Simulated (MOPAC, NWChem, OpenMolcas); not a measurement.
**CsBr (SMILES [Br][Cs]): methods side by side**

The species is CsBr (2 atoms), meant as a singlet with charge 0. SMILES: `[Br][Cs]`. The bond length is the measured one.

```csv
atom,x (Å),y (Å),z (Å)
Br,0.0000,0.0000,0.0000
Cs,0.0000,0.0000,3.0723
```

Each level gives the dipole moment (D). The values are calculated.

```
                             level                    kind     program  value (D)
                               PM7          semi-empirical       MOPAC      12.11
    HF/def2-TZVPP (core potential)            Hartree–Fock  OpenMolcas      11.40
 SVWN5/def2-TZVPP (core potential)                     LDA      NWChem      10.24
revPBE/def2-TZVPP (core potential)                     GGA      NWChem      10.30
  TPSS/def2-TZVPP (core potential)                meta-GGA  OpenMolcas      10.50
M06-2X/def2-TZVPP (core potential)         hybrid meta-GGA  OpenMolcas      10.89
 wB97X/def2-TZVPP (core potential)  range-separated hybrid      NWChem      11.17
```

The values span 10.24 to 12.11 D.

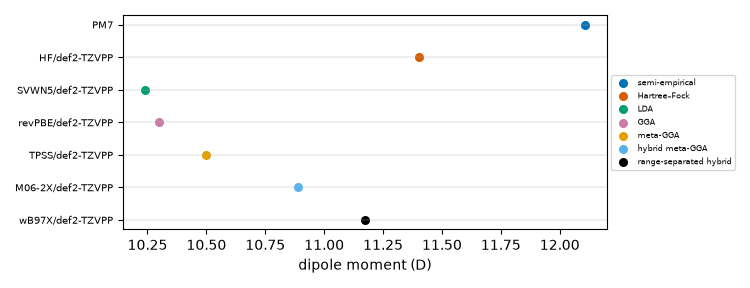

The values of the table, level by level.
